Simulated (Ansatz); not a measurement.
# Functionals, potentials and the resistivity of LuH2 (Fm-3m)

Wanted: the spread of λ and resistivity of LuH2 (Fm-3m) over levels of theory.

Method: DFT PBEsol, scalar-relativistic, plane waves, PAW, in the first sound run; inputs show where later runs differ, in Ansatz 0.2.0.

Experimental background.

For LuH2 (cold-pressed pellets from as-received and ground powders, nearly identical values), “Percolation-induced resistivity drop in cold-pressed LuH2” (2023, arxiv:2304.00558) gives, by specific heat: Sommerfeld coefficient γ (electronic specific-heat coefficient from C/T vs T^2 below 7 K) 2.1 mJ/(mol K²).

Most raw output is cut from this account.

### Step 1. Starting point

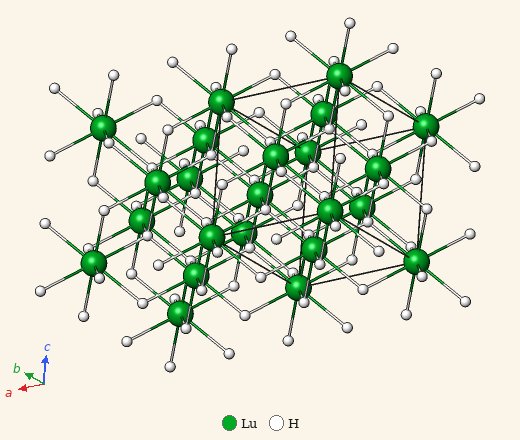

The cell as given, from a free direction (lutetium green, hydrogen white). 2×1×1 cells are drawn. This picture shows the conventional cell, with its axes. Some periodic images of atoms are drawn too.

### Step 2. Relaxing cell and atoms

Lattice constant and positions set the bands and the force constants, so the cell is relaxed first.

File input.yaml:

```yaml
crystal:
  lattice:
    - [0.0, 2.5165, 2.5165]
    - [2.5165, 0.0, 2.5165]
    - [2.5165, 2.5165, 0.0]
  atoms:
    - { symbol: Lu, position: [0.0, 0.0, 0.0] }
    - { symbol: H, position: [0.25, 0.25, 0.25] }
    - { symbol: H, position: [0.75, 0.75, 0.75] }
kpoints:
  mp_grid: { grid: [10, 10, 10] }
hamiltonian:
  xc: pbesol
scf:
  occupations: { method: gaussian, width: 0.1 }
output:
  forces: true
  stress: true
  eigenvalues: true
relax:
  adjacent_minimum: "off"
  f_tol: 0.005
  max_steps: 80
  cell: { stress_tol: 0.05 }
```

On the command line:

```bash
ansatz run input.yaml --threads 8 --pin off --max-ram 16384MiB --backend cpu --events-out ev --progress --plain --runs-dir out
```

The job ended after 3.4 s (8 threads of Arm Neoverse N1, shared host; peak memory 0.39 GiB).

Step by step:

```tsv
step	energy less that of the first step (eV)	largest force component (eV/Å)	pressure (GPa)	volume (Å³)
1	0.0000	0.0000	-4.06	31.87
2	0.0562	0.0000	10.41	27.87
3	-0.0193	0.0000	-0.53	30.64
4	-0.0197	0.0000	-0.01	30.48
5	-0.0185	0.0000	-0.03	30.48
```

The log counts 1 steps on a newly chosen plane-wave basis, not all of them marked here; energy and pressure can jump at such steps. Relaxation step 2 was tried and not accepted.

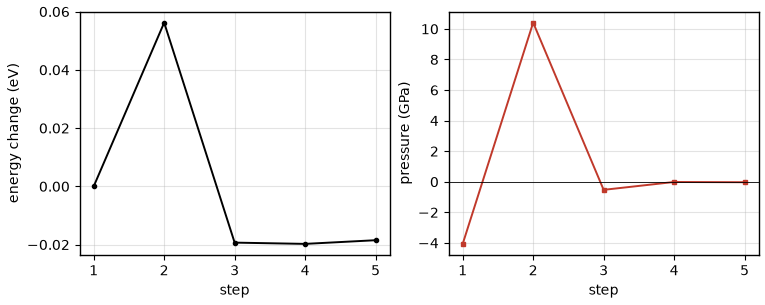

Energy and pressure along the relaxation.

```tsv
conventional cell, symmetrised	before	after	change
a (Å)	5.033	4.958	-1.5 %
b (Å)	5.033	4.958	-1.5 %
c (Å)	5.033	4.958	-1.5 %
volume (Å³/atom)	10.62	10.16	-4.4 %
```

Final coordinates:

```cif
data_structure
_symmetry_space_group_name_H-M 'P 1'
_symmetry_Int_Tables_number 1
_cell_length_a 3.5062
_cell_length_b 3.5062
_cell_length_c 3.5062
_cell_angle_alpha 60.000
_cell_angle_beta 60.000
_cell_angle_gamma 60.000
_cell_volume 30.48
loop_
_atom_site_label
_atom_site_type_symbol
_atom_site_fract_x
_atom_site_fract_y
_atom_site_fract_z
_atom_site_occupancy
Lu1 Lu 0.00000 0.00000 0.00000 1
H2 H 0.25000 0.25000 0.25000 1
H3 H 0.75000 0.75000 0.75000 1
```

This step gave:

```yaml
pressure: -0.02956 GPa
volume_per_atom: 10.16 Å³
metallic_on_mesh: yes
gap_on_the_k_mesh: 0 eV
```

The largest force is now zero by symmetry and the largest stress component 0.030 GPa.

### Step 3. Tight relaxation (LDA, PAW)

The cell is relaxed at this level, with tight thresholds.

This step: DFT LDA, scalar-relativistic, plane waves, PAW (Ansatz 0.2.0).

File input.yaml:

```yaml
crystal:
  lattice:
    - [0.0, 2.4792260564, 2.4792260564]
    - [2.4792260564, 0.0, 2.4792260564]
    - [2.4792260564, 2.4792260564, 0.0]
  atoms:
    - { symbol: Lu, position: [0.0, 0.0, 0.0] }
    - { symbol: H, position: [0.25, 0.25, 0.25] }
    - { symbol: H, position: [0.75, 0.75, 0.75] }
kpoints:
  mp_grid: { grid: [10, 10, 10] }
hamiltonian:
  xc: lda
scf:
  occupations: { method: methfessel_paxton, width: 0.2 }
output:
  forces: true
  stress: true
  eigenvalues: true
relax:
  adjacent_minimum: "off"
  f_tol: 0.001
  max_steps: 60
  cell: { stress_tol: 0.01 }
```

Elapsed: 3.4 s, on 8 threads; peak memory 0.39 GiB; 18 s of CPU time.

Relaxation path:

```tsv
step	energy less that of the first step (eV)	largest force component (eV/Å)	pressure (GPa)	volume (Å³)
1	0.0000	0.0000	-2.94	30.48
2	0.0214	0.0000	6.66	27.96
3	-0.0091	0.0000	-0.24	29.66
4	-0.0092	0.0000	0.01	29.59
5	-0.0084	0.0000	0.00	29.59
```

The log counts 1 steps on a newly chosen plane-wave basis, not all of them marked here; energy and pressure can jump at such steps. Relaxation step 2 was tried and not accepted.

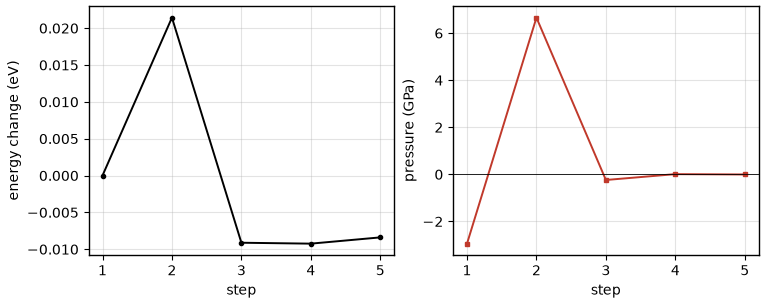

Energy and pressure along the relaxation.

```tsv
conventional cell, symmetrised	before	after	change
a (Å)	4.958	4.910	-1.0 %
b (Å)	4.958	4.910	-1.0 %
c (Å)	4.958	4.910	-1.0 %
volume (Å³/atom)	10.16	9.86	-2.9 %
```

Final coordinates:

```xyz
3
Lattice="0.0000 2.4549 2.4549 2.4549 0.0000 2.4549 2.4549 2.4549 0.0000" Properties=species:S:1:pos:R:3 pbc="T T T"
Lu    0.0000    0.0000    0.0000
H     1.2274    1.2274    1.2274
H     3.6823    3.6823    3.6823
```

This step gave:

```yaml
pressure: -0.004977 GPa
volume_per_atom: 9.863 Å³
```

The largest force is now zero by symmetry and the largest stress component 0.0050 GPa, small enough for phonons.

### Step 4. Electron–phonon run: LDA at its own relaxed cell

The functional sets the lattice constant, the bands and the force constants.

File input.yaml:

```yaml
crystal:
  lattice:
    - [0.0, 2.454890095, 2.454890095]
    - [2.454890095, 0.0, 2.454890095]
    - [2.454890095, 2.454890095, 0.0]
  atoms:
    - { symbol: Lu, position: [0.0, 0.0, 0.0] }
    - { symbol: H, position: [0.25, 0.25, 0.25] }
    - { symbol: H, position: [0.75, 0.75, 0.75] }
kpoints:
  mp_grid: { grid: [8, 8, 8] }
hamiltonian:
  xc: lda
scf:
  occupations: { method: methfessel_paxton, width: 0.2 }
output:
  eigenvalues: true
phonons:
  method: dfpt
  qmesh: [2, 2, 2]
  temperatures: { t_max: 1000, t_step: 50 }
  qpath:
    path:
      - [[0.0, 0.0, 0.0], [0.5, 0.0, 0.5], [0.625, 0.25, 0.625]]
      - [[0.375, 0.375, 0.75], [0.0, 0.0, 0.0], [0.5, 0.5, 0.5], [0.5, 0.25, 0.75], [0.5, 0.0, 0.5]]
    npoints: 10
  electrical_resistivity:
    mesh: [12, 12, 12]
    temperatures: [20.0, 50.0, 80.0, 100.0, 150.0, 200.0, 273.0, 300.0, 400.0, 500.0, 600.0, 800.0]
  superconductivity: { mesh: [12, 12, 12], eliashberg_equations: false }
```

Elapsed: 23 s, on 8 threads; peak memory 0.61 GiB; 2.4 min of CPU time.

Numbers from this step:

```yaml
zero_point_energy: 0.4348 eV/cell
share_of_imaginary_modes_in_the_plain_interpolation_between_solved_wavevectors: 0
highest_frequency_solved_or_plainly_interpolated: 1211 cm⁻¹
debye_temperature_second_moment: 1696 K
resistivity_at_300_k: 11.38 μΩ cm
coupling_constant_lambda: 0.2566
density_of_states_at_the_fermi_level: 0.2889 states/eV a spin and cell
log_mean_phonon_energy_omega_log: 24.57 meV
transport_coupling_constant_lambda_tr: 0.3346, 0.3346, 0.3346 (xx, yy, zz)
drude_plasma_energy: 5.14, 5.14, 5.14 eV (xx, yy, zz)
resistivity_times_mean_free_path: 13.49, 13.49, 13.49 × 10⁻¹⁶ Ω m² (xx, yy, zz)
second_moment_phonon_energy_omega: 70.02 meV
```

Solved on the 2×2×2 mesh alone; all other wavevectors are interpolated. Phonon branches along the path, in cm⁻¹:

```tsv
point	branch 1	branch 2	branch 3	branch 4	branch 5	branch 6	branch 7	branch 8	branch 9
Γ	0	0	0	1018	1018	1018	1211	1211	1211
X	117	117	165	1046	1112	1112	1127	1127	1200
U	112	120	147	1058	1103	1106	1128	1131	1180
jump to K	112	120	147	1058	1103	1106	1128	1131	1180
Γ	0	0	0	1018	1018	1018	1211	1211	1211
L	87	87	120	1048	1048	1060	1165	1165	1171
W	108	136	136	1075	1077	1116	1116	1160	1163
X	117	117	165	1046	1112	1112	1127	1127	1200
```

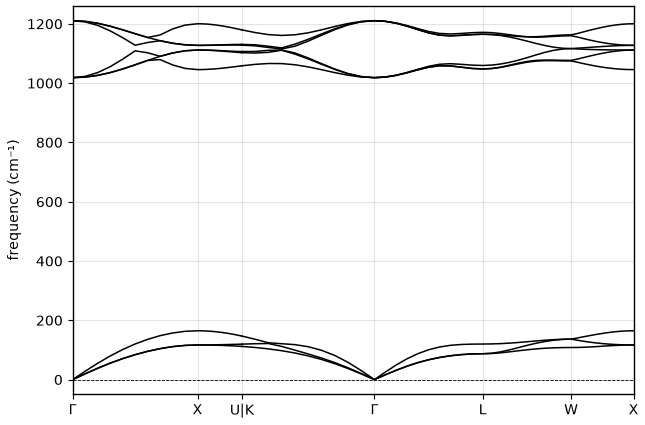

Phonon branches along the path.

The Eliashberg function α²F has structure finer than the step of the table below, so its rows give means over 10 meV, whole bins alone (the curve runs from 0.586 to 150 meV). Peaks (meV: height): α²F 14.7: 0.295, 133.1: 0.227, 143.6: 0.522; α²F tr 15.8: 0.420, 133.1: 0.322, 143.6: 0.768.

Eliashberg function α²F against phonon energy; means over each step:

```tsv
phonon energy (meV)	α²F	α²F tr
10	0.0760	0.0931
20	0.0629	0.0963
30	0	0
40	0	0
50	0	0
60	0	0
70	0	0
80	0	0
90	0	0
100	0	0
110	0	0
120	0	0
130	0.0935	0.126
140	0.285	0.360
```

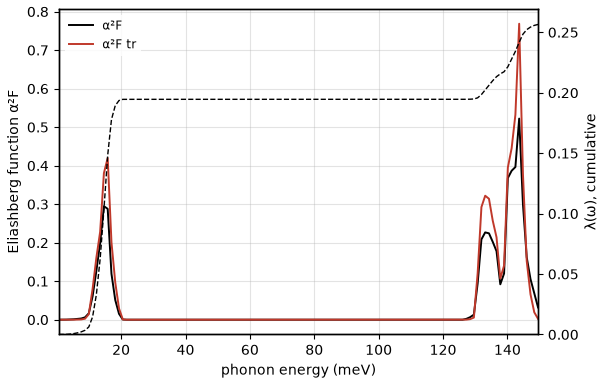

Eliashberg function α²F against phonon energy. The dashed line is the running λ.

Phonon-limited, linearised Boltzmann equation on a 12x12x12 mesh. Resistivity, along x against temperature:

```tsv
temperature (K)	resistivity, along x (μΩ cm)
20	0.00656
50	0.572
80	1.93
100	2.86
150	5.04
200	7.11
273	10.2
300	11.4
400	16.0
500	20.9
600	26.0
800	36.1
```

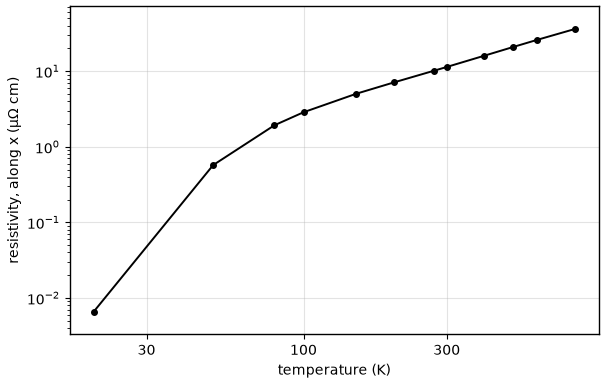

Resistivity, along x, plotted against temperature.

Resistivity, by row:

```tsv
T (K)	ρ_xx (μΩ cm)	ρ_yy	ρ_zz	ρ by Ziman's lowest order, mean	ρ by relaxation times, mean	within 2 % of the coarser mesh
20	0.00656	0.00656	0.00656	0.01648	0.008711	no
50	0.5719	0.5719	0.5719	0.8205	0.5305	yes
80	1.926	1.926	1.926	2.184	1.608	yes
100	2.863	2.863	2.863	3.101	2.343	yes
150	5.039	5.039	5.039	5.304	4.074	yes
200	7.106	7.106	7.106	7.452	5.735	yes
273	10.19	10.19	10.19	10.7	8.233	yes
300	11.38	11.38	11.38	11.97	9.204	yes
400	16.03	16.03	16.03	16.92	13.03	yes
500	20.95	20.95	20.95	22.14	17.11	yes
600	25.99	25.99	25.99	27.48	21.31	yes
800	36.1	36.1	36.1	38.2	29.75	yes
```

Some points of the scattering mesh along the symmetry lines, up to three branches each (those of largest λ), at most 39 rows; the frequencies are those of the scattering step, which can differ from the solved and plainly interpolated ones; single rows converge slowly. Mode couplings:

```tsv
q1	q2	q3	branch	ħω (meV)	λ_q	half width (meV)
0.3333	0	0.3333	3	17.9	0.117	0.0341
0.3333	0	0.3333	7	142.1	0.0242	0.443
0.3333	0	0.3333	9	143.1	0.029	0.539
0.25	0.25	0.5	1	11.78	0.017	0.00214
0.25	0.25	0.5	3	14.92	0.197	0.0399
0.25	0.25	0.5	7	138.3	0.0173	0.301
0.3333	0.3333	0.3333	1	9.74	0.0266	0.00229
0.3333	0.3333	0.3333	2	9.74	0.0266	0.00229
0.3333	0.3333	0.3333	3	14.13	0.134	0.0242
0.5	0.3333	0.6667	1	13.01	0.0857	0.0132
0.5	0.3333	0.6667	2	15.68	0.0331	0.00739
0.5	0.3333	0.6667	3	16.35	0.0836	0.0203
0.5	0	0.5	1	14.48	0.0337	0.0064
0.5	0	0.5	2	14.48	0.0337	0.0064
0.5	0	0.5	7	139.8	0.0235	0.416
```

The Eliashberg function α²F has structure finer than the step of the table below, so its rows give means over 10 meV, whole bins alone (the curve runs from 0.586 to 150 meV). Peaks (meV: height): α²F 14.7: 0.295, 133.1: 0.227, 143.6: 0.522; Lu 14.7: 0.294; H 133.1: 0.226, 143.6: 0.522.

The Eliashberg function α²F by phonon energy; means over each step:

```tsv
phonon energy (meV)	α²F	Lu	H
10	0.0760	0.0757	2.0e-4
20	0.0629	0.0628	8.4e-5
30	0	0	0
40	0	0	0
50	0	0	0
60	0	0	0
70	0	0	0
80	0	0	0
90	0	0	0
100	0	0	0
110	0	0	0
120	0	0	0
130	0.0935	2.0e-4	0.0933
140	0.285	3.1e-4	0.284
```

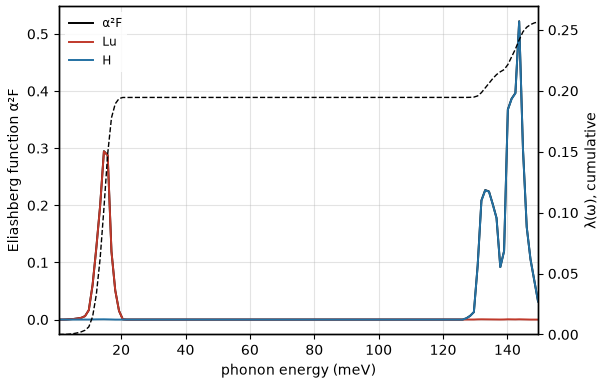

Eliashberg function α²F against phonon energy. The dashed line is the running λ.

λ by element:

```tsv
share in the modes' patterns	λ
Lu	0.194
H	0.06256
```

λ by pair of elements:

```tsv
motions of the sites of	λ
Lu-Lu	0.2187
Lu-H	-0.03346
H-H	0.07139
```

Largest shares of lambda; single rows converge slowly. Strongest modes:

```tsv
q1	q2	q3	star	branch	ħω (meV)	λ_q	half width (meV)
0.08333	0.1667	-0.5	48	3	15.27	0.1881	0.03982
0.08333	0.25	-0.4167	48	3	16.07	0.1775	0.04158
0.08333	0.25	-0.3333	48	3	15.65	0.1759	0.0391
0.08333	0.25	-0.5	48	3	16.34	0.1588	0.03847
0.08333	0.25	-0.25	48	3	15.41	0.1579	0.03403
0.08333	0.1667	0.4167	48	3	14.84	0.1356	0.02711
0.1667	0.3333	-0.4167	48	3	16.65	0.1283	0.03228
0.08333	0.3333	-0.5	48	3	17.93	0.1202	0.0351
```

300 K. Cumulative share of the conductivity, along x against mean free path:

```tsv
mean free path (nm)	cumulative share of the conductivity, along x
7.94	0.00512
8.91	0.0131
10	0.0489
11.2	0.258
12.6	0.688
14.1	0.911
```

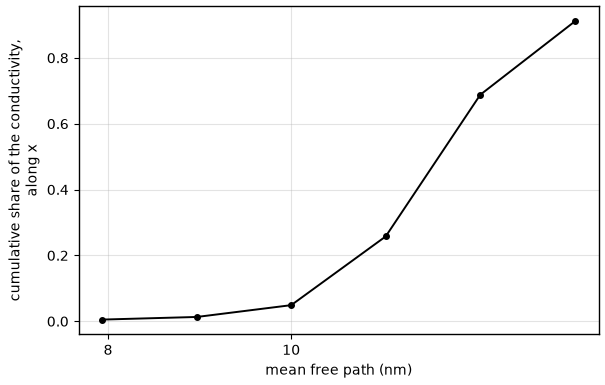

Cumulative share of the conductivity, along x, plotted against mean free path.

Resistivity by mesh:

```tsv
mesh	T (K)	mean rho (μΩ cm)
12x12x12	20	0.00656
12x12x12	300	11.38
12x12x12	800	36.1
6x6x6	20	0.006783
6x6x6	300	11.37
6x6x6	800	36.71
3x3x3	20	0.006253
3x3x3	300	10.33
3x3x3	800	33.45
```

Harmonic. Thermo, by row:

```tsv
T (K)	F_vib (meV/atom)	S (J/mol-atom/K)	C_V (J/mol-atom/K)
0	144.9	0	0
50	144.7	1.859	4.004
100	142.7	5.708	6.795
150	138.9	8.645	7.631
200	133.8	10.92	8.253
250	127.7	12.86	9.178
300	120.5	14.63	10.42
350	112.5	16.35	11.83
400	103.6	18.02	13.25
450	93.82	19.66	14.57
500	83.22	21.26	15.77
550	71.8	22.81	16.82
600	59.59	24.31	17.73
650	46.61	25.76	18.52
700	32.9	27.16	19.2
750	18.47	28.51	19.8
800	3.36	29.8	20.31
850	-12.41	31.05	20.75
900	-28.81	32.24	21.14
950	-45.82	33.4	21.48
1000	-63.41	34.5	21.77
```

Harmonic mean-square displacement, third of the trace. U eq, by row:

```tsv
T (K)	Lu1 U_eq (Å²)	H2 U_eq (Å²)	H3 U_eq (Å²)
0	9.50e-4	0.0153	0.0153
100	0.00169	0.01565	0.01565
300	0.00447	0.01693	0.01693
600	0.00884	0.02079	0.02079
```

Some states were left unconverged by the eigensolver. By its own test the run is not converged in the mesh. λ = 0.257 and 11.4 μΩ cm at 300 K.

### Step 5. Resistivity: the database cell, unrelaxed

The base functional is run at the starting cell, unrelaxed, so that the lattice constant is the database's and not the functional's.

This step: DFT PBEsol, scalar-relativistic, plane waves, PAW (Ansatz 0.2.0).

input.yaml: that of step 4 with these lines changed.

```diff
@@ -2,5 +2,5 @@
   lattice:
-    - [0.0, 2.454890095, 2.454890095]
-    - [2.454890095, 0.0, 2.454890095]
-    - [2.454890095, 2.454890095, 0.0]
+    - [0.0, 2.5165, 2.5165]
+    - [2.5165, 0.0, 2.5165]
+    - [2.5165, 2.5165, 0.0]
   atoms:
@@ -12,3 +12,3 @@
 hamiltonian:
-  xc: lda
+  xc: pbesol
 scf:
```

Run time: 24 s. Hardware: 8 threads; peak memory 0.62 GiB; 2.5 min of CPU time.

This step gave:

- volume per atom: 10.62 Å³
- zero point energy: 0.4033 eV/cell
- highest frequency, solved or plainly interpolated: 1130 cm⁻¹
- Debye temperature (second moment): 1573 K
- resistivity at 300 K: 12.53 μΩ cm
- coupling constant λ: 0.2714
- density of states at the Fermi level: 0.2984 states/eV a spin and cell
- log mean phonon energy ħω_log: 24.06 meV
- transport coupling constant λ_tr: 0.3495, 0.3495, 0.3495 (xx, yy, zz)
- Drude plasma energy: 4.997, 4.997, 4.997 eV (xx, yy, zz)
- resistivity times mean free path: 14.17, 14.17, 14.17 × 10⁻¹⁶ Ω m² (xx, yy, zz)
- second-moment phonon energy ħω₂: 67.67 meV

Some points of the scattering mesh along the symmetry lines, up to three branches each (those of largest λ), at most 39 rows; the frequencies are those of the scattering step, which can differ from the solved and plainly interpolated ones; single rows converge slowly. Mode couplings:

```tsv
q1	q2	q3	branch	ħω (meV)	λ_q	half width (meV)
0.3333	0	0.3333	3	16.66	0.124	0.0322
0.3333	0	0.3333	7	133	0.026	0.432
0.3333	0	0.3333	9	133.2	0.0357	0.595
0.25	0.25	0.5	3	13.78	0.216	0.0384
0.25	0.25	0.5	6	127.8	0.0214	0.327
0.25	0.25	0.5	7	128.2	0.0209	0.322
0.3333	0.3333	0.3333	1	9.44	0.0232	0.00194
0.3333	0.3333	0.3333	2	9.44	0.0232	0.00194
0.3333	0.3333	0.3333	3	13.01	0.144	0.0229
0.5	0.3333	0.6667	1	12.2	0.0898	0.0125
0.5	0.3333	0.6667	2	14.66	0.0323	0.0065
0.5	0.3333	0.6667	3	15.18	0.0845	0.0183
0.5	0	0.5	1	13.43	0.0389	0.00657
0.5	0	0.5	2	13.43	0.0389	0.00657
0.5	0	0.5	7	130.9	0.0257	0.414
```

Some states were left unconverged by the eigensolver. By its own test the run is not converged in the mesh. λ = 0.271 and 12.5 μΩ cm at 300 K. This session holds no earlier run at the same level of theory and cell to set it against.

### Step 6. Relaxing tightly for phonons (PBEsol, PseudoDojo norm-conserving pseudopotentials)

This step: DFT PBEsol, scalar-relativistic, plane waves, PseudoDojo norm-conserving pseudopotentials (Ansatz 0.2.0).

File input.yaml:

```yaml
crystal:
  lattice:
    - [0.0, 2.4792260564, 2.4792260564]
    - [2.4792260564, 0.0, 2.4792260564]
    - [2.4792260564, 2.4792260564, 0.0]
  atoms:
    - { symbol: Lu, position: [0.0, 0.0, 0.0] }
    - { symbol: H, position: [0.25, 0.25, 0.25] }
    - { symbol: H, position: [0.75, 0.75, 0.75] }
kpoints:
  mp_grid: { grid: [10, 10, 10] }
hamiltonian:
  xc: pbesol
  pseudopotentials: { kind: nc, accuracy: standard }
scf:
  occupations: { method: methfessel_paxton, width: 0.2 }
output:
  forces: true
  stress: true
  eigenvalues: true
relax:
  adjacent_minimum: "off"
  f_tol: 0.001
  max_steps: 60
  cell: { stress_tol: 0.01 }
```

Wall time 6.8 s (8 threads); peak memory 0.59 GiB.

Little changed from the start: no atom moved by 0.005 Å and no cell edge by 0.1 %.

This step gave:

```yaml
pressure: -0.001473 GPa
volume_per_atom: 10.13 Å³
```

The largest force is now zero by symmetry and the largest stress component 0.0015 GPa, small enough for phonons.

[end of part 1 of 2]

[Logs are printed without paths, hosts, clocks, repeated set-up lines and the standing remarks that a program may print on its own settings, such as how far it seeks lower states.]

[Hosts, paths, dates, database ids (printed as entryN), source tags and the programs' standing remarks are cut or masked in the printed files.]
